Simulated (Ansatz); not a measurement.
**CH4SSn (SMILES [CH3][Sn]#[SH]): density, localisation and related maps**

```yaml
atoms:
  - { symbol: C, position_ang: [-1.9880, -0.0767, -1.6387] }
  - { symbol: S, position_ang: [-1.1739, -2.9817, -3.3866] }
  - { symbol: Sn, position_ang: [-2.9126, -1.1772, -3.3795] }
  - { symbol: H, position_ang: [-1.9423, -0.7503, -0.7582] }
  - { symbol: H, position_ang: [-2.5704, 0.8276, -1.3729] }
  - { symbol: H, position_ang: [-0.9525, 0.2237, -1.9012] }
  - { symbol: H, position_ang: [-0.4507, -2.4907, -2.3375] }
```

Geometry: BLYP-D3(BJ)/def2-SVP; core potentials replace the inner electrons of Sn.

All numbers below come from Ansatz, isolated molecule in a Gaussian basis; Kohn-Sham density functional theory, functional PBE0.

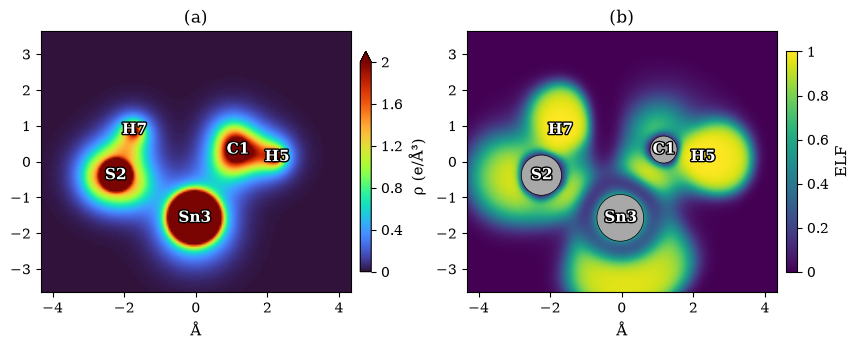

Figure 1. (a) electron density; (b) ELF on the plane of atoms Sn3, S2 and H7. Grey discs cover the atomic cores in the ELF map.

> Describe what can be read from this map.

The section cuts through C, S, Sn and H sites. C–Sn (2.26 Å): the density is about 0.6 e/Å³ at the midpoint; the ELF peaks at about 0.90 in the valence shell of C, 0.8 Å from its nucleus, and drops to about 0.20 between the two atoms. Sn–S (2.51 Å): the density is about 0.49 e/Å³ at the midpoint; the ELF peaks at about 0.85 in the valence shell of S, 0.9 Å from its nucleus, and drops to about 0.15 between the two atoms. C–H (1.11 Å): the density is about 1.9 e/Å³ at the midpoint; the ELF climbs to about 1 towards the hydrogen, as it does in any bond to H: a covalent bond by its length. S–H (1.37 Å): the density is about 1.4 e/Å³ at the midpoint; the ELF climbs to about 1 towards the hydrogen. The ELF also peaks beside S2, away from the bonds: lone-pair regions.

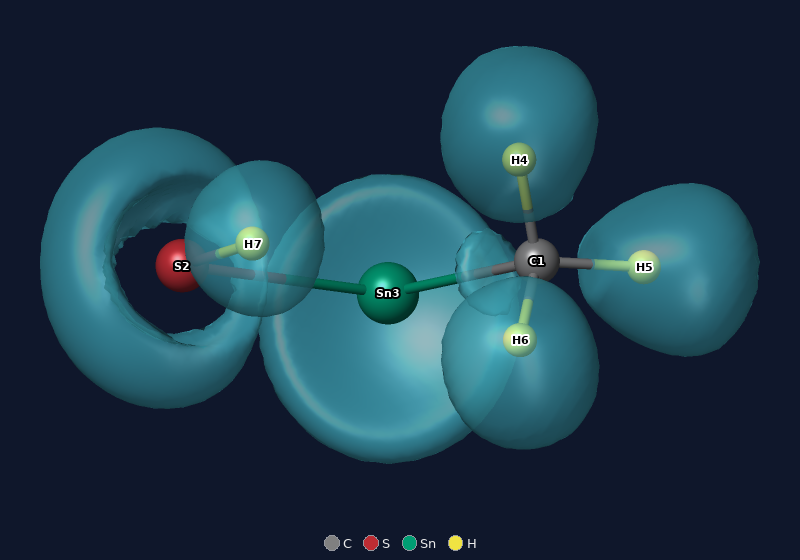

Figure 2. Isosurface of the ELF at 0.85 (cyan), seen from one side. Core shells and regions of very low density are left out.

> Describe the localisation domains.

At this value the surface marks out four regions around hydrogen nuclei, one lobe of the valence shell of C pointing towards Sn (polar bonds), one lobe on Sn, pointing away from the bonds (lone pairs) and one region wrapped around S (its valence shell).

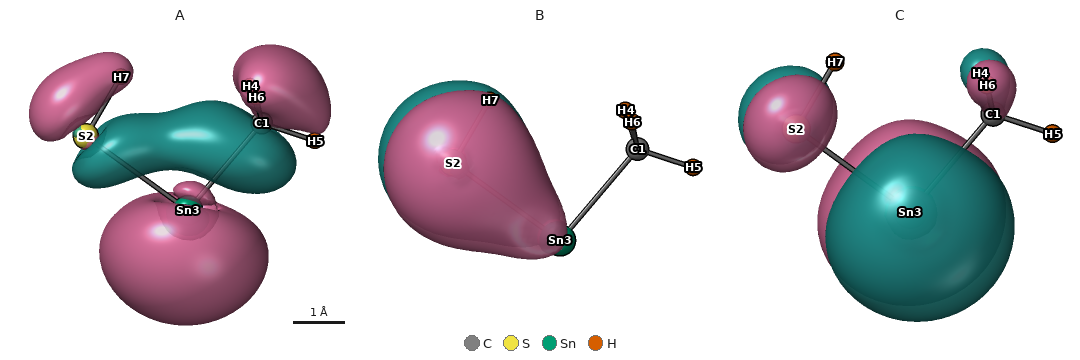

Figure 3. Three frontier orbitals at ±0.08 Å⁻³ᐟ² (teal and pink are the two phases), in no order.

> Which picture is the HOMO−1, the HOMO and the LUMO?

B is the HOMO−1 (−7.33 eV). Its weight (Hirshfeld) is mainly on S2 (about 80 %) and Sn3 (about 15 %); largely a lone pair of S2. A is the HOMO (−6.68 eV). By Hirshfeld shares it lies mainly on Sn3 (about 60 %), C1 (about 25 %) and S2 (about 10 %). C is the LUMO (−2.57 eV). It lies mainly on Sn3 (about 85 %) and S2 (about 10 %).

> What is the HOMO–LUMO gap?

4.11 eV between the orbital energies.
